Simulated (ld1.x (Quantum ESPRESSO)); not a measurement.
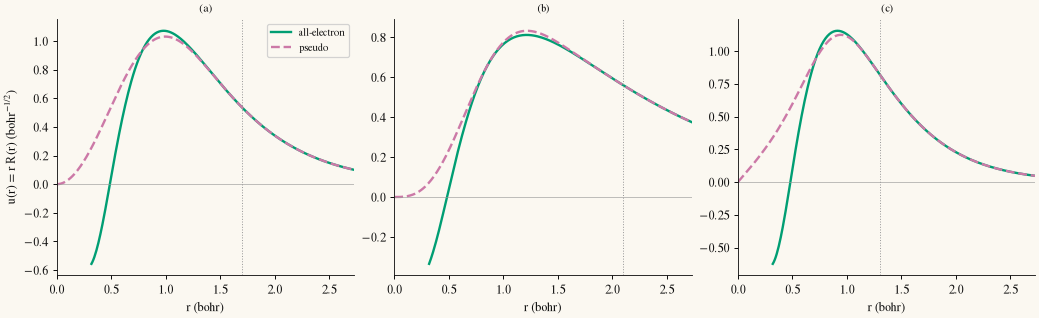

Partial waves u(r) = r R(r), all-electron (solid) and pseudo (dashed). Dotted lines mark the matching radii. The all-electron curves start outside the innermost oscillations, which aren't drawn.

ld1.x (Quantum ESPRESSO) 7.5, PBEsol, scalar-relativistic. The levels are (a) -47.24 eV, (b) -6.04 eV, (c) -77.16 eV.

Identify the atom and the shell in each panel.

Answer. Ruthenium (Ru), core [Ar] 3d10, valence 4s2 4p6 4d7 5s0.5 5p0.5 (neutral): (a) 4p, (b) 4d, (c) 4s.

Are the pseudo-waves norm-conserving?

Answer. Yes. The TM scheme keeps the all-electron norm inside the radius.

The potential isn't sound: the pseudo-atom misses its own reference levels by up to 0.27 eV.
